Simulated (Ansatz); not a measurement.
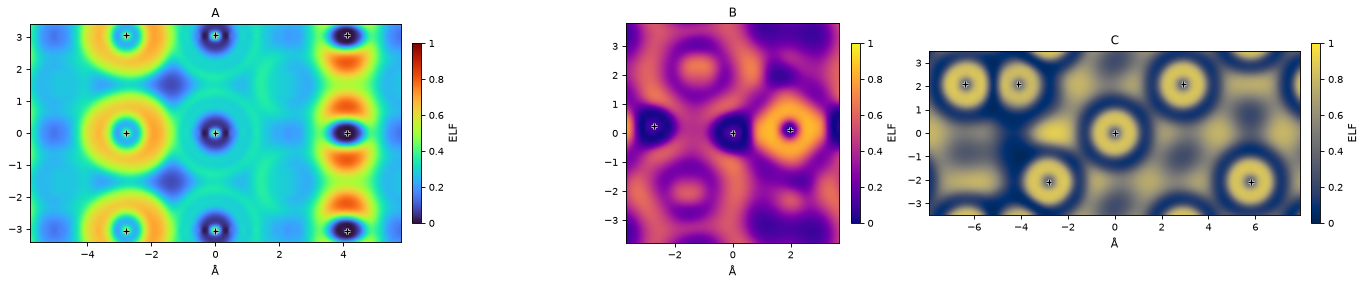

The electron localisation function of 3 systems, each on a plane through atoms (crosses mark nuclei in the plane).

Theory: Ansatz 0.2.0, DFT PBE, scalar-relativistic, plane waves, PAW.

System 1: Al$_{3}$RuN, the (110) plane of the conventional cell. Space group Pmma; a generated structure, not necessarily the stable one; changed on purpose from its base cell (volume × 1.03, shape and atoms relaxed); computed pressure about −5 GPa in this cell; computed without spin polarisation.

```cif
data_structure
_symmetry_space_group_name_H-M 'P 1'
_symmetry_Int_Tables_number 1
_cell_length_a 6.1425
_cell_length_b 3.0601
_cell_length_c 6.6617
_cell_angle_alpha 90.000
_cell_angle_beta 90.000
_cell_angle_gamma 90.000
_cell_volume 125.22
loop_
_atom_site_label
_atom_site_type_symbol
_atom_site_fract_x
_atom_site_fract_y
_atom_site_fract_z
_atom_site_occupancy
Al1 Al 0.97865 0.50000 0.20439 1
Al2 Al 0.52135 0.50000 0.20439 1
Al3 Al 0.02135 0.50000 0.79561 1
Al4 Al 0.47865 0.50000 0.79561 1
Al5 Al 0.75000 0.00000 0.54482 1
Al6 Al 0.25000 0.00000 0.45518 1
Ru1 Ru 0.25000 0.00000 0.02669 1
Ru2 Ru 0.75000 0.00000 0.97331 1
N1 N 0.00000 0.50000 0.50000 1
N2 N 0.50000 0.50000 0.50000 1
```

System 2: Y$_{5}$F, the (110) plane of the conventional cell. Space group P3m1; a generated structure, not necessarily the stable one; spin-polarised.

```yaml
crystal:
  lattice:
    - [3.63430, 0.00000, 0.00000]
    - [-1.81715, 3.14740, 0.00000]
    - [0.00000, 0.00000, 15.12054]
  atoms:
    - { symbol: Y, position: [0.66667, 0.33333, 0.41290] }
    - { symbol: Y, position: [0.00000, 0.00000, 0.60674] }
    - { symbol: Y, position: [0.00000, 0.00000, 0.99081] }
    - { symbol: Y, position: [0.33333, 0.66667, 0.22642] }
    - { symbol: Y, position: [0.33333, 0.66667, 0.79810] }
    - { symbol: F, position: [0.00000, 0.00000, 0.14103] }
```

System 3: Ga$_{3}$B$_{2}$As, the (11̄0) plane of the conventional cell. Space group P3m1; a generated structure, not necessarily the stable one.

```
Ga B As
1.0
     3.06633    0.00000    0.00000
    -1.53317    2.65552    0.00000
     0.00000    0.00000   10.88944
Ga B As
3 2 1
Direct
  0.33333 0.66667 0.60555
  0.00000 0.00000 0.14623
  0.00000 0.00000 0.82178
  0.33333 0.66667 0.98375
  0.66667 0.33333 0.98816
  0.33333 0.66667 0.34952
```

**Match each panel to its system.**

Panel A is system 3, Ga$_{3}$B$_{2}$As: the plane holds Ga, B and As. Ga–As (2.79 Å): the ELF is about 0.50 at the midpoint and 0.30 at its lowest between the atoms. Panel B is system 1, Al$_{3}$RuN: the plane holds Al and N. Al–N (1.97 Å): the ELF peaks at about 0.85 in the valence shell of N, 0.7 Å from its nucleus, and is about 0.80 at the midpoint. Panel C is system 2, Y$_{5}$F: the plane holds Y and F. Y–F (2.27 Å): the ELF peaks at about 0.80 in the valence shell of F, 0.6 Å from its nucleus, and drops to about 0.10 between the two atoms: no shared electron pair shows on this line.
